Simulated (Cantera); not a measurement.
Charge: 1 mol PbF2, 0.044 mol HF, 0.16 mol N2, at 120 Torr.

These are equilibrium values from Cantera (NASA tables, ideal gas, pure condensed phases), not measurements of a reactor. Candidate condensed phases: Pb, PbF2; 26 gas species. Each liquid is taken as pure. Mutual solubility and eutectic melting of coexisting phases are not modelled. Equilibrium is a limit: real reactors are often held back by kinetics, nucleation or transport.

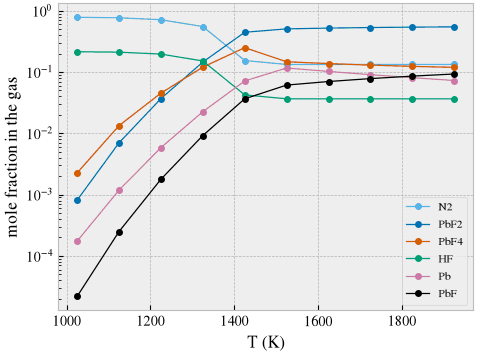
*Equilibrium gas composition (values under 1e-9 drawn at 1e-9)*

Read off the mole fractions at 1025 K.

N2 about 0.78, HF about 0.21, PbF4 about 0.0023, PbF2 about 0.00081, Pb about 0.00017, PbF about 2.2e-5.
